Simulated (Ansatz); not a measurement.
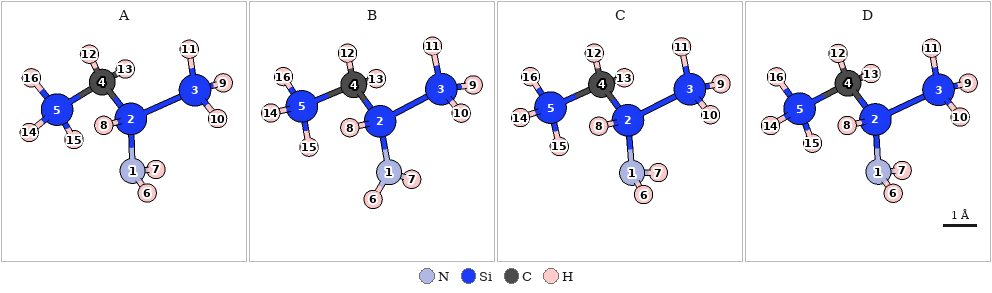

4 geometries from a converged minimum-energy path of CH11NSi3, shuffled. Style: ball-and-stick. Shown at a tilt.

These are results of Ansatz, RKS BLYP-D4/STO-3G, not measurements. Settings: 5 movable images; climbing image; force threshold 0.05 eV/Å; iteration limit 60; starting path through a guess of the saddle point.

Q: Which of them lies highest in energy?

A: B. In order along the path, whose images run from 0 to 6: B (image 2, +2.49 kcal/mol), C (image 4, −0.98 kcal/mol), D (image 5, −1.16 kcal/mol), A (image 6, −1.22 kcal/mol). The motion is an umbrella inversion at N1. No bond forms or breaks between the ends. Among the angles between lasting bonds that change up to the highest image: Si2–N1–H7 107.1° → 124.3°, Si2–N1–H6 107.1° → 123.5°.

Limits of the set-up: STO-3G is a minimal basis, so the numbers are rough.

The run took 4.3 min on 1 thread of Intel(R) Xeon(R) 6975P-C (Granite Rapids) (shared host), peak memory 0.13 GiB.
